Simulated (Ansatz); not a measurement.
**C₂H₄BO+ (SMILES B1=C[OH+]C1): functionals against CCSD(T) at one geometry**

A test off equilibrium: a structure displaced at random from a GFN2-xTB minimum is computed at several levels, and each is set against CCSD(T).

The runs use Ansatz 0.2.0, Gaussian basis; single points in def2-TZVPP.

Correlated methods freeze the cores.

### 1 Starting geometry

SMILES `B1=C[OH+]C1`, 8 atoms, charge 1, spin multiplicity 1.

Atoms are counted from 1 here; the program's logs count them from 0.

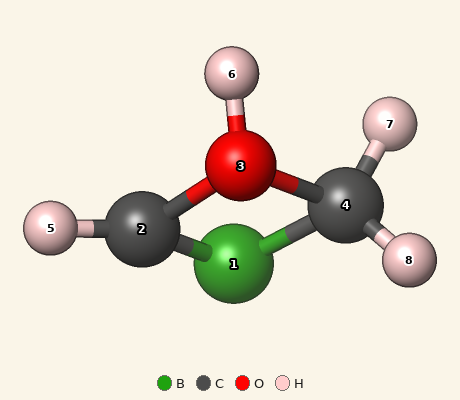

The starting geometry (boron green, carbon dark grey, oxygen red, hydrogen pink); atoms are numbered from 1 in the order of the file.

Geometry (Å):

```xyz
8

B    -0.5878    0.0503   -1.1106
C    -0.0105    1.1947   -0.5099
O     0.2922    0.3169    0.6331
C    -0.3835   -0.9438    0.0669
H     0.2660    2.2070   -0.5388
H     1.2781    0.1618    0.7707
H     0.3568   -1.7523   -0.0331
H    -1.1955   -1.2284    0.7015
```

### 2 CCSD(T)/def2-TZVPP

File run/in.yaml:

```yaml
crystal:
  periodic: [false, false, false]
  atoms:
    - {symbol: B, position_ang: [-0.587800, 0.050300, -1.110600]}
    - {symbol: C, position_ang: [-0.010500, 1.194700, -0.509900]}
    - {symbol: O, position_ang: [0.292200, 0.316900, 0.633100]}
    - {symbol: C, position_ang: [-0.383500, -0.943800, 0.066900]}
    - {symbol: H, position_ang: [0.266000, 2.207000, -0.538800]}
    - {symbol: H, position_ang: [1.278100, 0.161800, 0.770700]}
    - {symbol: H, position_ang: [0.356800, -1.752300, -0.033100]}
    - {symbol: H, position_ang: [-1.195500, -1.228400, 0.701500]}
basis:
  gaussian: {orbitals: def2-TZVPP}
total_charge: 1
correlation: {method: ccsd_t}
output: {forces: true}
```

The command line of these runs was not kept.

### 3 PBE0-D4/def2-TZVPP

Edit run/in.yaml of step 2 so:

```diff
@@ -14,3 +14,3 @@
 total_charge: 1
-correlation: {method: ccsd_t}
-output: {forces: true}
+hamiltonian: {xc: pbe0, dispersion: d4}
+output: {forces: true, orbitals: {seedname: orbitals}}
```

### 4 wB97M-V/def2-TZVPP

Edit run/in.yaml of step 3 so:

```diff
@@ -14,3 +14,3 @@
 total_charge: 1
-hamiltonian: {xc: pbe0, dispersion: d4}
-output: {forces: true, orbitals: {seedname: orbitals}}
+hamiltonian: {xc: {name: wB97M-V}}
+output: {forces: true}
```

### 5 r2SCAN-D4/def2-TZVPP

Edit run/in.yaml of step 4 so:

```diff
@@ -14,3 +14,3 @@
 total_charge: 1
-hamiltonian: {xc: {name: wB97M-V}}
+hamiltonian: {xc: r2scan, dispersion: d4}
 output: {forces: true}
```

### 6 PBE-D4/def2-TZVPP

Edit run/in.yaml of step 5 so:

```diff
@@ -14,3 +14,3 @@
 total_charge: 1
-hamiltonian: {xc: r2scan, dispersion: d4}
+hamiltonian: {xc: pbe, dispersion: d4}
 output: {forces: true}
```

### 7 r2SCAN0-D4/def2-TZVPP

Edit run/in.yaml of step 6 so:

```diff
@@ -14,3 +14,3 @@
 total_charge: 1
-hamiltonian: {xc: pbe, dispersion: d4}
+hamiltonian: {xc: {name: r2SCAN0}, dispersion: d4}
 output: {forces: true}
```

### 8 B97M-V/def2-TZVPP

Edit run/in.yaml of step 7 so:

```diff
@@ -14,3 +14,3 @@
 total_charge: 1
-hamiltonian: {xc: {name: r2SCAN0}, dispersion: d4}
+hamiltonian: {xc: {name: B97M-V}}
 output: {forces: true}
```

(Steps that only read results are left out.)

What does the calculation give? Wanted: energy less free atoms, CCSD(T)/def2-TZVPP; RMS force component; RMS force error; HOMO and LUMO, PBE0-D4; T1 diagnostic.

**Answer**, as computed:

| quantity | value |
| --- | --- |
| energy less free atoms, CCSD(T)/def2-TZVPP | -485.9 kcal/mol |
| RMS force component | 0.798 to 0.933 eV/Å over the methods |
| RMS force error | PBE0-D4 0.301, wB97M-V 0.275, r2SCAN-D4 0.194, PBE-D4 0.233, r2SCAN0-D4 0.339, B97M-V 0.254 eV/Å |
| HOMO and LUMO, PBE0-D4 | -12.57 and -9.07 eV |
| T1 diagnostic | 0.019 |

**Reading.** Against CCSD(T) the functionals' energies less atoms differ by -48.4 to -8.9 kcal/mol, PBE-D4 by -48.4 kcal/mol. CCSD(T) in triple zeta still lacks some correlation energy of the bonds, so part of these gaps is its own basis error and they don't rank the functionals. For forces r2SCAN-D4 does best and r2SCAN0-D4 worst. Frozen-core CCSD(T) forces in triple zeta carry basis errors of their own, and this is one geometry, so small gaps rank nothing. The restricted Hartree–Fock reference is unstable towards an unrestricted one at one or more of these structures.
